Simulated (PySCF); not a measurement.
**C6H8N2O: density, localisation and related maps**

The calculation's input:

```
{"job": {"kind": "nmr", "xc": "PBE0", "basis": "pcSseg-1"}, "charge": 0, "multiplicity": 1}
C     -1.922880    -2.613630     0.153561
C     -0.819888    -1.878079     0.091259
C     -0.796460    -0.441661     0.239142
N     -1.872411     0.307160     0.452517
N     -1.450637     1.558281     0.531273
C     -0.105359     1.670931     0.374948
C      0.358821     0.388930     0.181592
O      1.617587    -0.075291    -0.024320
C      2.627765     0.901884    -0.045167
H     -2.880184    -2.152662     0.323454
H     -1.899005    -3.683330     0.037830
H      0.151090    -2.323144    -0.077861
H     -2.111794     2.300350     0.692141
H      0.387841     2.620393     0.413078
H      3.562032     0.370524    -0.217496
H      2.681939     1.436615     0.909540
H      2.464546     1.624760    -0.852123
```

Command:

```sh
OMP_NUM_THREADS=1 python probes_run.py task.json out
```

Geometry: GFN2-xTB.

Theory: PBE0/pcSseg-1, SCF density, gas phase, non-relativistic (PySCF).

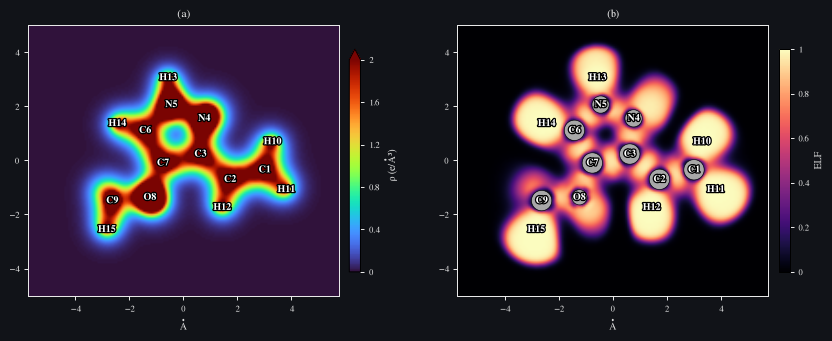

Figure 1. (a) electron density; (b) ELF on the plane of atoms C2, C3 and N4. Grey discs cover the atomic cores in the ELF map.

**Describe what can be read from this map.**

The plane passes through C, N, O and H nuclei. N–N (1.32 Å): ρ at the midpoint is about 2.6 e/Å³; the ELF peaks at about 0.90 between the atoms (a covalent bond). C–C (1.33 Å): ρ is about 2.3 e/Å³ halfway; the ELF peaks at about 0.95 between the atoms (a short, multiple covalent bond). C–N (1.33 Å): ρ is about 2.5 e/Å³ halfway; the ELF peaks at about 0.90 between the atoms (a covalent bond). C–O (1.36 Å): ρ is about 2.3 e/Å³ halfway, with its minimum of 2 e/Å³ about 0.5 Å from C; the ELF peaks at about 0.90 between the atoms; a polar covalent bond. N–H (1.01 Å): ρ at the midpoint is about 3 e/Å³; the ELF climbs to about 1 towards the hydrogen, as it does in any bond to H; an ordinary covalent bond to hydrogen. The ELF also peaks beside O8 and N4, away from the bonds: lone-pair regions.

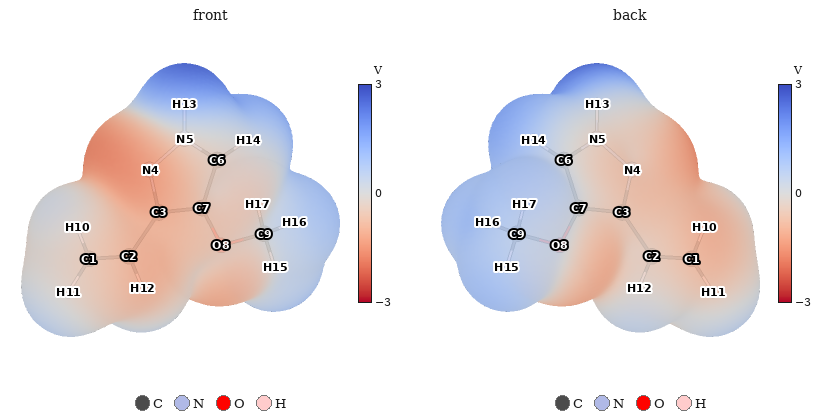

Figure 2. The electrostatic potential painted on the density surface at 0.002 e/bohr³, seen from the front and from behind; red is negative and blue positive.

**Describe the electrostatic potential map.**

The most negative region (about −1.7 V) lies over N4, the most positive (about +2.4 V) over H13. N4 is the likeliest acceptor of a hydrogen bond.

**How polar is the molecule by this calculation?**

Its dipole moment is 3.78 D.
